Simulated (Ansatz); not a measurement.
# TiB2: response to strain

TiB2 is deformed so: equal xx and yy strain of -2 %. What stress and forces result, by LAPW, PAW and all-electron datasets made for the crystal?

Computed with Ansatz 0.2.0 (DFT PBEsol, scalar-relativistic, unless a step's input says otherwise).

## (1) The starting structure

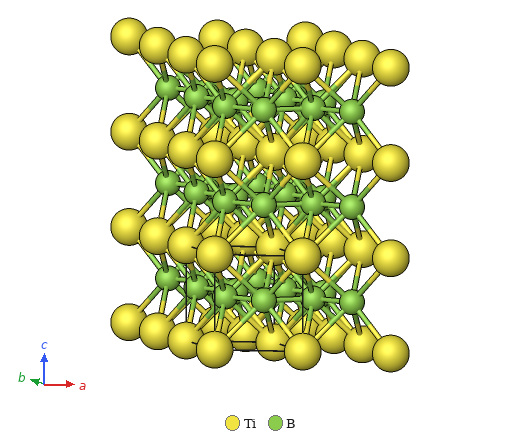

Start, viewed slightly off an axis; titanium yellow, boron green. 2×3×3 cells are drawn. Atoms on the faces are drawn again on the opposite ones.

As a file:

```cif
data_structure
_symmetry_space_group_name_H-M 'P6/mmm'
_symmetry_Int_Tables_number 191
_cell_length_a 3.0292
_cell_length_b 3.0292
_cell_length_c 3.2284
_cell_angle_alpha 90.000
_cell_angle_beta 90.000
_cell_angle_gamma 120.000
_cell_volume 25.66
loop_
_atom_site_label
_atom_site_type_symbol
_atom_site_symmetry_multiplicity
_atom_site_Wyckoff_symbol
_atom_site_fract_x
_atom_site_fract_y
_atom_site_fract_z
_atom_site_occupancy
Ti1 Ti 1 a 0.00000 0.00000 0.00000 1
B1 B 2 d 0.33333 0.66667 0.50000 1
```

The file gives the conventional cell by its symmetry; the runs use the cell typed in the input.

Atoms are numbered in the order of the input: Ti1, B2, B3.

## (2) After the deformation

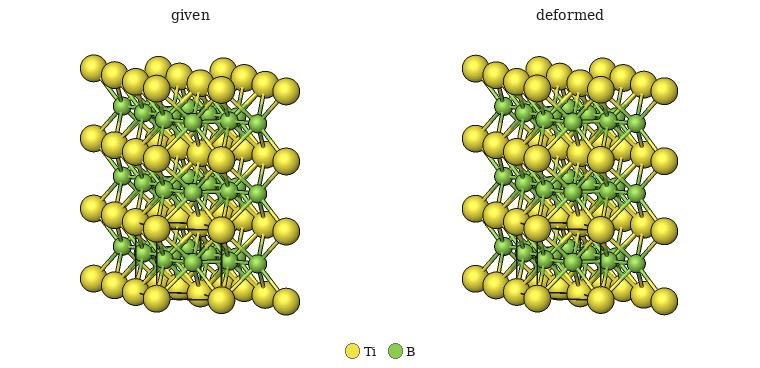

Given and deformed, at one scale.

Space group P6/mmm before, P6/mmm after.

## (3) LAPW, all electrons

input.yaml reads:

```yaml
crystal:
  lattice:
    - [2.9686142376, 0.0, 0.0]
    - [-1.4843071188, 2.5708953438, 0.0]
    - [0.0, 0.0, 3.2284]
  atoms:
    - { symbol: Ti, position: [0.0, 0.0, 0.0] }
    - { symbol: B, position: [0.3333333333, 0.6666666667, 0.5] }
    - { symbol: B, position: [0.6666666667, 0.3333333333, 0.5] }
kpoints:
  mp_grid: { grid: [15, 15, 13] }
  band_path:
    path:
      - [0.0, 0.0, 0.0]
      - [0.5, 0.0, 0.0]
      - [0.3333333333, 0.3333333333, 0.0]
      - [0.0, 0.0, 0.0]
      - [0.0, 0.0, 0.5]
      - [0.5, 0.0, 0.5]
      - [0.3333333333, 0.3333333333, 0.5]
      - [0.0, 0.0, 0.5]
      - [0.5, 0.0, 0.5]
    npoints: 5
scf:
  occupations: { method: fermi_dirac, width: 0.08 }
hamiltonian:
  xc: pbesol
  pseudopotentials: { kind: all_electron, lapw: { basis_error: 0.001 } }
output:
  forces: true
  stress: true
  eigenvalues: true
```

Command:

```console
$ ansatz run input.yaml --threads 1 --pin off --max-ram 6144MiB --backend cpu --events-out ev --progress --plain --runs-dir out
```

Standard output, cut to the lines that bear on the results:

```text
LAPW: plane waves up to 9.216 Å⁻¹, error target 1.0e-3 eV per atom; small_component_spin mean_spin; B in spheres of 0.857 Å, 5 of its electrons in bands, Dirac shells []; Ti in spheres of 1.214 Å, 18 of its electrons in bands, Dirac shells []
[...]
Pseudopotentials: kind: all_electron
Pseudopotential: Ti, LAPW, valence charge 18, Koelling and Harmon's equation, gaussian nucleus
Pseudopotential: B, LAPW, valence charge 5, Koelling and Harmon's equation, gaussian nucleus
Functional definition: PBEsol
[...]
Crystal: 3 atoms, lattice volume = 24.639 Å³
Basis set: ecut = 323.62734538409944 eV, 339 PW (Γ), exchange–correlation at level 2
Bands: 18, of which v1, the nominal top of the filled ones, is band 14 counted from 1 (13 counted from 0)
Symmetry: 24 space group operations
Space group: P6/mmm (ITA 191), of the structure as read, at distance tolerance 2.9e-5 Å
k-points: 189 of 2925
[...]
SCF iter   1: F=—  HF=-24558.781595 eV  |F-HF|=—  |Δ(HF+E_count)|=         —  Δρ=1.07e-1  dr2=4.86e0  ethr=1.74e-2  ⟨swp⟩=2.0  Hψ=22387  notcnv=0
[...]
the basis was enlarged: its passes take 55.2 KiB over the memory plan, 1 of 1 planned eigensolver slots
[...]
SCF iter   8: F=-24556.835068 eV  HF=-24556.835068 eV  |F-HF|=2.40e-10  |Δ(HF+E_count)|=   2.42e-8  Δρ=2.43e-6  dr2=5.02e-10  ethr=2.71e-10  ⟨swp⟩=2.8  Hψ=9731  notcnv=0
[...]
NSCF: frozen V_eff on 41 k-points
SCF converged after 8 iterations
Free energy (F): -24556.835068 eV
[...]
E sigma→0 (E₀):  -24556.831401 eV
Entropy (-TS):   -0.007333 eV (-2.444 meV/atom)
Fermi energy:    16.229589 eV
[...]
--- Forces (eV/Å), atoms counted from 1 ---
  atom   1  Ti     0.00000000     0.00000000     0.00000000
  atom   2  B      0.00000000     0.00000000     0.00000000
  atom   3  B      0.00000000     0.00000000     0.00000000
[...]
--- Stress (GPa, compression-positive) ---
       11.212843      -0.000000       0.000000
        0.000000      11.212843       0.000000
        0.000000       0.000000      -2.943392
  P = ⅓ Tr σ = 6.4941 GPa (64.941 kbar)
--- Band table (eV; the first three rows and the last of 189) ---
  k-point 0: bands = ["-421.7626", "-421.7194", "-421.7194", "-155.4249", "-155.4025", "-40.3877", "-16.8851", "-16.4988", "-16.4988", "2.4852", "13.6558", "13.6629", "13.6629", "13.9051", "18.2239", "18.2239", "19.9594", "19.9594"]
[...]
```

Run time: 20 s. Hardware: 1 thread of Intel Xeon Platinum 8488C (Sapphire Rapids), shared host; peak memory 0.54 GiB.

Result: pressure 6.49 GPa; no gap.

## (4) PAW on the default files

input.yaml reads:

```yaml
crystal:
  lattice:
    - [2.9686142376, 0.0, 0.0]
    - [-1.4843071188, 2.5708953438, 0.0]
    - [0.0, 0.0, 3.2284]
  atoms:
    - { symbol: Ti, position: [0.0, 0.0, 0.0] }
    - { symbol: B, position: [0.3333333333, 0.6666666667, 0.5] }
    - { symbol: B, position: [0.6666666667, 0.3333333333, 0.5] }
kpoints:
  mp_grid: { grid: [15, 15, 13] }
scf:
  occupations: { method: fermi_dirac, width: 0.08 }
hamiltonian:
  xc: pbesol
  pseudopotentials: { kind: paw }
output:
  forces: true
  stress: true
  eigenvalues: true
  efg: { contact_densities: true }
  write_density: true
  write_potential: true
  elf: true
  volumetric_format: npy
```

Command:

```console
$ ansatz run input.yaml --threads 1 --pin off --max-ram 6144MiB --backend cpu --events-out ev --progress --plain --runs-dir out
```

Standard output, cut to the lines that bear on the results:

```text
[...]
Pseudopotentials: kind: paw
Pseudopotential: Ti, paw, valence charge 12, recommended cutoff 420 eV (normal)
Pseudopotential: B, paw, valence charge 3, recommended cutoff 420 eV (normal)
[... 1 set-up line as earlier in the session ...]
[...]
Crystal: 3 atoms, lattice volume = 24.639 Å³
Basis set: ecut = 420 eV, 455 PW (Γ), exchange–correlation on 40×40×48 points (8 copies of the dense FFT grid, shifted against one another)
Bands: 13, of which v1, the nominal top of the filled ones, is band 9 counted from 1 (8 counted from 0)
[... 2 set-up lines as earlier in the session ...]
k-points: 189 of 2925
[...]
SCF iter   1: F=—  HF=-2782.599130 eV  |F-HF|=—  |Δ(HF+E_count)|=         —  Δρ=6.55e-3  dr2=8.37e-3  ethr=1.77e-3  ⟨swp⟩=4.5  Hψ=11993  notcnv=0
[...]
--- Stress (GPa, compression-positive) ---
       11.266100      -0.000000       0.000000
        0.000000      11.266100       0.000000
        0.000000       0.000000      -2.950823
  P = ⅓ Tr σ = 6.5271 GPa (65.271 kbar)
--- PAW observables at the nuclei: V_zz in 10²¹ V/m², potentials from the cell's mean, atoms counted from 1 ---
  atom   1  Ti V_zz =    +2.425693   η = 0.0000   by run symmetry: allowed
            electrostatic potential = -2533.616684 V   contact ρ = 56637.034853 e/Å³
  atom   2  B  V_zz =    +0.383940   η = 0.0000   by run symmetry: allowed
            electrostatic potential = -332.384357 V   contact ρ = 481.607580 e/Å³
  atom   3  B  V_zz =    +0.383940   η = 0.0000   by run symmetry: allowed
            electrostatic potential = -332.384357 V   contact ρ = 481.607580 e/Å³
--- Band table (eV; the first three rows and the last of 189) ---
  k-point 0: bands = ["-40.8615", "-17.3587", "-16.9698", "-16.9698", "2.0093", "13.1813", "13.1895", "13.1895", "13.4301", "17.7487", "17.7487", "19.4857", "19.4857"]
[...]
```

It took 4.2 s on 1 thread of Intel Xeon Platinum 8488C (Sapphire Rapids), shared host; peak memory 0.43 GiB.

In short: pressure 6.53 GPa; no gap; Vzz Ti1 2.43 (η = 0.00), B2 0.38 (η = 0.00) (10²¹ V/m²).

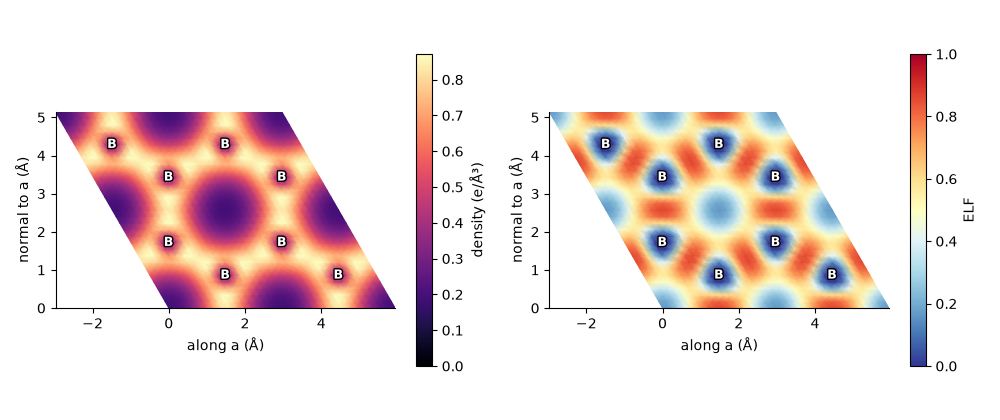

Density (left) and ELF (right) in a lattice plane of the grid's cell (edges 2.97 and 2.97 Å, at 0.500 of the third edge), which holds B. Only atoms in the plane are labelled. Both are smooth fields of the valence electrons: close to the nuclei they are not physical.

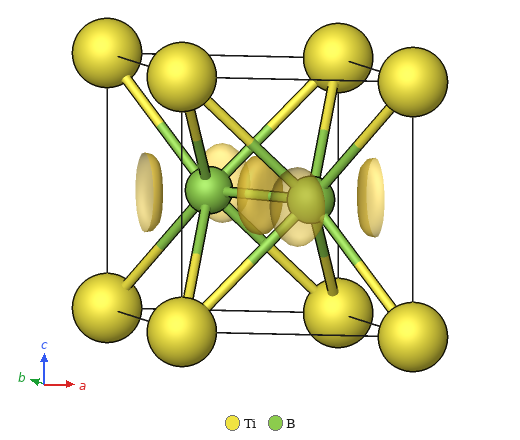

Surface of ELF = 0.80, drawn in one cell.

Outside the cores ELF peaks at 0.86 on the B–B line, 0.9 Å from B.

## (5) All-electron PAW on datasets made for the crystal

Changes to input.yaml since step 4:

```diff
@@ -15,3 +15,3 @@
   xc: pbesol
-  pseudopotentials: { kind: paw }
+  pseudopotentials: { kind: all_electron, datasets: crystal }
 output:
@@ -21,5 +21 @@
   efg: { contact_densities: true }
-  write_density: true
-  write_potential: true
-  elf: true
-  volumetric_format: npy
```

Command:

```console
$ ansatz run input.yaml --threads 1 --pin off --max-ram 6144MiB --backend cpu --events-out ev --progress --plain --runs-dir out
```

Standard output:

```text
hamiltonian.pseudopotentials.datasets: crystal makes datasets for this crystal and solves the spheres of its atoms anew in each pass: cutoff 380.0 eV, the density's 1520.0 eV; for an error of 0.50 meV an atom under PBE, 1.5 meV for the cell; an energy difference from a run of another recipe may be off by several times the error for the cell, under r2SCAN by more, where some 0.1 meV an atom stays at smaller errors; B in spheres of 0.852 Å, 3 of its electrons in bands; Ti in spheres of 1.376 Å, 4 of its electrons in bands, 8 on its site; only band paths and densities of states list, in semicore columns, the levels of the semicore shells that are solved separately: 3s of Ti, 3p of Ti
Engine: ansatz 0.2.0
[... 1 set-up line as earlier in the session ...]
Pseudopotential: Ti, paw, valence charge 12, recommended cutoff 380 eV (normal), Koelling and Harmon's equation, gaussian nucleus
Pseudopotential: B, paw, valence charge 3, recommended cutoff 380 eV (normal), Koelling and Harmon's equation, gaussian nucleus
[... 1 set-up line as earlier in the session ...]
  exchange = pbesol_x
  correlation = pbesol_c
Crystal: 3 atoms, lattice volume = 24.639 Å³
Basis set: ecut = 380 eV, 407 PW (Γ), exchange–correlation on 40×40×48 points (8 copies of the dense FFT grid, shifted against one another)
Bands: 9, of which v1, the nominal top of the filled ones, is band 5 counted from 1 (4 counted from 0)
[... 2 set-up lines as earlier in the session ...]
k-points: 189 of 2925
Non-local potential: Ti, projectors of the file, l = 0: 1, l = 1: 1, l = 2: 2
Non-local potential: B, projectors of the file, l = 0: 1, l = 1: 1
PAW form: soft (Blöchl's): semilocal exchange-correlation on the pseudo side does not see the compensation charge
PAW one-centre angular grid: Ti, 590 points (default); XC on its mesh's 1951 points in the sphere
PAW one-centre angular grid: B, 110 points (default); XC on its mesh's 1923 points in the sphere
Initial density: superposition of atomic densities (neutral atoms: chi_scale 0, normalization atom)
Initial wavefunctions: pseudopotential atomic-orbital guess
Functional: x = pbesol(κ = 0.804, μ = 0.12345679012345678), c = pbesol(β = 0.046)
iter 1 solved again at ethr=5.77e-2 eV; its pass at ethr=1.00e-1 eV (dr2=5.77e0 eV) is discarded
SCF iter   1: F=—  HF=-24558.370631 eV  |F-HF|=—  |Δ(HF+E_count)|=         —  Δρ=1.30e-1  dr2=6.85e0  ethr=5.77e-2  ⟨swp⟩=2.1  Hψ=11235  notcnv=0
preconditioner: auto → none  [metal: Δε(μ)=0.106 eV  Ē_g=10.098 eV  σ=0.080 eV  W_gap=0.31  n_scr=2 (ndim 8)  ℏωp=23.7 eV  f_vac=0.000  D(μ)=0.31/eV (n_scr^D=0)  sad-step TF]
SCF iter   2: F=—  HF=-24556.826378 eV  |F-HF|=—  |Δ(HF+E_count)|=    1.54e0  Δρ=5.04e-2  dr2=1.09e0  ethr=5.77e-2  ⟨swp⟩=3.0  Hψ=3680  notcnv=0  defer=49
SCF iter   3: F=—  HF=-24557.008357 eV  |F-HF|=—  |Δ(HF+E_count)|=   1.82e-1  Δρ=4.13e-2  dr2=6.84e-1  ethr=1.09e-2  ⟨swp⟩=4.1  Hψ=5760  notcnv=1  defer=3
SCF iter   4: F=—  HF=-24556.874084 eV  |F-HF|=—  |Δ(HF+E_count)|=   1.34e-1  Δρ=1.90e-2  dr2=1.57e-1  ethr=6.84e-3  ⟨swp⟩=4.0  Hψ=5014  notcnv=0
SCF iter   5: F=—  HF=-24556.851076 eV  |F-HF|=—  |Δ(HF+E_count)|=   2.30e-2  Δρ=1.30e-2  dr2=7.73e-2  ethr=1.57e-3  ⟨swp⟩=2.0  Hψ=4741  notcnv=0  defer=1
SCF iter   6: F=—  HF=-24556.837671 eV  |F-HF|=—  |Δ(HF+E_count)|=   1.34e-2  Δρ=6.24e-3  dr2=1.72e-2  ethr=7.73e-4  ⟨swp⟩=2.0  Hψ=3361  notcnv=0  defer=2
iter 7 solved again at ethr=1.72e-6 eV; its pass at ethr=1.72e-4 eV (dr2=1.72e-4 eV) is discarded
SCF iter   7: F=—  HF=-24556.835863 eV  |F-HF|=—  |Δ(HF+E_count)|=   1.81e-3  Δρ=7.88e-4  dr2=1.62e-4  ethr=1.72e-6  ⟨swp⟩=3.7  Hψ=9278  notcnv=0
SCF iter   8: F=—  HF=-24556.835826 eV  |F-HF|=—  |Δ(HF+E_count)|=   3.72e-5  Δρ=9.86e-5  dr2=1.66e-6  ethr=1.62e-6  ⟨swp⟩=3.6  Hψ=3081  notcnv=0
SCF iter   9: F=—  HF=-24556.835833 eV  |F-HF|=—  |Δ(HF+E_count)|=   7.20e-6  Δρ=3.63e-5  dr2=2.72e-7  ethr=1.66e-8  ⟨swp⟩=4.3  Hψ=4332  notcnv=0
SCF iter  10: F=—  HF=-24556.835833 eV  |F-HF|=—  |Δ(HF+E_count)|=   7.17e-8  Δρ=1.05e-5  dr2=3.46e-8  ethr=2.72e-9  ⟨swp⟩=2.8  Hψ=2886  notcnv=0
SCF iter  11: F=-24556.835843 eV  HF=-24556.835843 eV  |F-HF|=1.64e-8  |Δ(HF+E_count)|=   1.01e-5  Δρ=1.58e-5  dr2=7.68e-9  ethr=3.46e-10  ⟨swp⟩=4.0  Hψ=4289  notcnv=0
SCF 1 converged in 11 iterations: F = -24556.835845 eV  dr2 = 7.68e-9
  Residual-converged pass: ⟨swp⟩=4.5  Hψ=4558  notcnv=0  max |occ|·‖R‖ = 6.5e-6 eV (tolerance 6.5e-6 eV)  dr2=7.43e-9  dr2_onsite=3.38e-8  max |Δocc| = 2.5e-9
SCF converged after 11 iterations
Free energy (F): -24556.835845 eV
Harris-Foulkes:  -24556.835845 eV  (|F-HF|=1.64e-8)
Internal energy: -24556.828512 eV  (E = F + TS)
E sigma→0 (E₀):  -24556.832179 eV
Entropy (-TS):   -0.007333 eV (-2.444 meV/atom)
Past the cutoff: the bands carry plane waves up to 1.75 times it, of which those up to 1.5 times it add -0.000157 eV an atom, each by itself; the spheres take 0.000092 eV an atom off the energy for waves past 1.75 times it
By the cutoff:   a pressure is off by up to 0.007 GPa (1.2 times the spheres' own share and the shells' term, over an atom's volume, and 0.004 GPa: a bound that held against runs at twice the plane waves)
Past the cutoffs: a stress includes 0.0019 GPa for waves and charges beyond them, in addition to the slope of what the spheres take
In the spheres:  the bands' charges fall short by 1.2e-6 e at most (sound up to 1e-3), those of shells solved beside the bands by 4.3e-7 e (sound up to 5e-4)
Fermi energy:    16.229566 eV
--- Per-component energies (eV) ---
  The terms above E_closure are by the made datasets' own strengths, without shells solved beside the bands.
--- Forces (eV/Å), atoms counted from 1 ---
  atom   1  Ti    -0.00000000     0.00000000     0.00000000
  atom   2  B      0.00000000     0.00000000     0.00000000
  atom   3  B     -0.00000000     0.00000000     0.00000000
  max |Σ_I F_I| component: 1.85e-17 eV/Å
--- Stress (GPa, compression-positive) ---
       11.214648       0.000000       0.000000
        0.000000      11.214648       0.000000
        0.000000       0.000000      -2.937605
  P = ⅓ Tr σ = 6.4972 GPa (64.972 kbar)
  It holds what live shells' own plane waves past their cutoff add
--- PAW observables at the nuclei: V_zz in 10²¹ V/m², potentials from the cell's mean, atoms counted from 1 ---
  atom   1  Ti V_zz =    +2.524490   η = 0.0000   by run symmetry: allowed
            electrostatic potential = -2532.132042 V   contact ρ = 56684.015759 e/Å³
  atom   2  B  V_zz =    +0.416625   η = 0.0000   by run symmetry: allowed
            electrostatic potential = -331.588425 V   contact ρ = 481.631186 e/Å³
  atom   3  B  V_zz =    +0.416625   η = 0.0000   by run symmetry: allowed
            electrostatic potential = -331.588425 V   contact ρ = 481.631186 e/Å³
--- Band table (eV; the first three rows and the last of 189) ---
  k-point 0: bands = ["2.4852", "13.6558", "13.6628", "13.6628", "13.9052", "18.2240", "18.2240", "19.9592", "19.9592"]
  k-point 1: bands = ["2.5664", "12.7851", "13.7255", "13.7255", "14.7018", "18.0249", "18.0249", "19.8189", "19.8189"]
  k-point 2: bands = ["2.8027", "11.7585", "13.9121", "13.9121", "15.5259", "17.5713", "17.5713", "19.4240", "19.4240"]
  k-point 188: bands = ["7.5246", "7.5246", "10.2737", "13.0329", "13.0329", "18.7932", "20.5579", "20.5579", "21.1289"]
  guard bands above this table: 0 of the run's 9 bands, where the rule asks 2: the bands that hold charge and the lowest empty level above them stay in the table. A level can be missing at the table's top as with no guard band: raise scf.n_extra_bands
```

Wall time 16 s (1 thread of Intel Xeon Platinum 8488C (Sapphire Rapids), shared host); peak memory 0.66 GiB.

Read from it: pressure 6.50 GPa; no gap; Vzz Ti1 2.52 (η = 0.00), B2 0.42 (η = 0.00) (10²¹ V/m²).

## (6) Side by side

Stress (GPa, compression positive):

```tsv
method	xx	yy	zz	yz	xz	xy
LAPW	11.21	11.21	-2.94	0.00	0.00	0.00
PAW	11.27	11.27	-2.95	0.00	0.00	0.00
crystal datasets	11.21	11.21	-2.94	0.00	0.00	0.00
```

```
          method  pressure (GPa)  Vzz Ti1 (10²¹ V/m²)  Vzz B2 (10²¹ V/m²)  SCF cycles, all passes
            LAPW            6.49                    –                   –                       8
             PAW            6.53                 2.43                0.38                       6
crystal datasets            6.50                 2.52                0.42                      11
```

## (7) Summary of results

| quantity | value |
| --- | --- |
| pressure | LAPW 6.49, PAW 6.53, crystal datasets 6.50 GPa |
| largest shear or deviatoric stress (LAPW) | 9.44 GPa |

The largest part of the stress beyond the pressure is 9.44 GPa in size, in the zz component; the atoms are carried along and not relaxed. No run of the undeformed cell stands beside it, so the pressure holds what the given cell had before the change. PAW: stress within 0.05 GPa of LAPW. Crystal datasets: stress within 0.01 GPa of LAPW.
